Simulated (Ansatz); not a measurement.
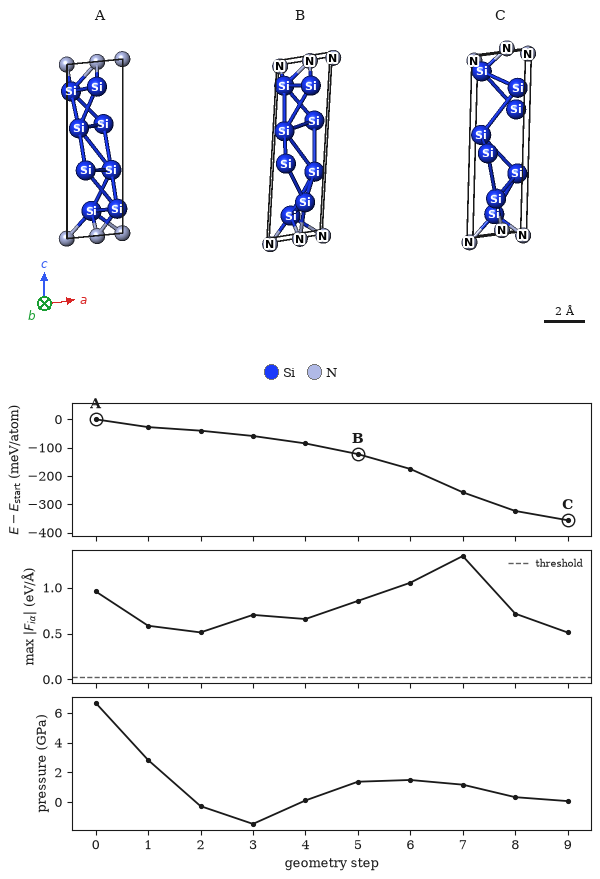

Frames of a relaxation of crystalline Si₄N (a generated structure, set up in P1) (coarse preliminary run), marked on the history of the run. A ball-and-stick model of the cell of the calculation, reduced to other axes, seen along the b axis. Lengths and directions refer to the drawn axes.

All numbers below come from DFT PBE, scalar-relativistic, plane waves, PAW (Ansatz 0.2.0). Settings: plane-wave cutoff 420 eV; k-point mesh 8 × 4 × 8; occupations gaussian; smearing width 0.2 eV; no spin polarisation; cell and atoms relaxed; force threshold 0.025 eV/Å; at most 60 steps.

Describe the path.

The run was cut off at its time limit before the relaxation converged, so the last structure is only a point on the way. After 9 geometry steps the energy has fallen by 356 meV per atom. Largest force component: 0.96 eV/Å at the start, 0.51 eV/Å at the end. Pressure: 6.68 GPa at the start and 0.07 GPa at the end. A Si atom moves most relative to the cell: 1.17 Å in a general direction near −a. By element the largest moves are Si 1.17 Å, N 0.39 Å. Cell: a 2.830 → 2.757 Å (−2.6 %), b 4.827 → 5.388 Å (+11.6 %), c 8.864 → 9.294 Å (+4.9 %), α 83.6° → 80.7°, β 84.2° → 80.3°, γ 87.3° → 79.9°. Volume +11.0 %. Among the contacts that change: Si–Si 3.038 → 4.887 Å, Si–Si 2.933 → 4.352 Å, Si–Si 3.808 → 2.559 Å, N–Si 2.309 → 3.454 Å. Among the angles between lasting bonds that change: Si–Si–N 110.5° → 178.1°, Si–Si–N 98.3° → 152.7°, Si–N–Si 171.4° → 123.2°. The space group stays P1 (No. 1). The run took 9.7 min on 1 thread of Intel(R) Xeon(R) Processor @ 2.70GHz (shared host), peak memory 0.67 GiB. From step 0 to 5: a Si atom moves most (0.65 Å), volume +5.6 %, energy −123 meV per atom. From step 5 to 9: a Si atom moves most (0.58 Å), volume +5.1 %, energy −234 meV per atom.
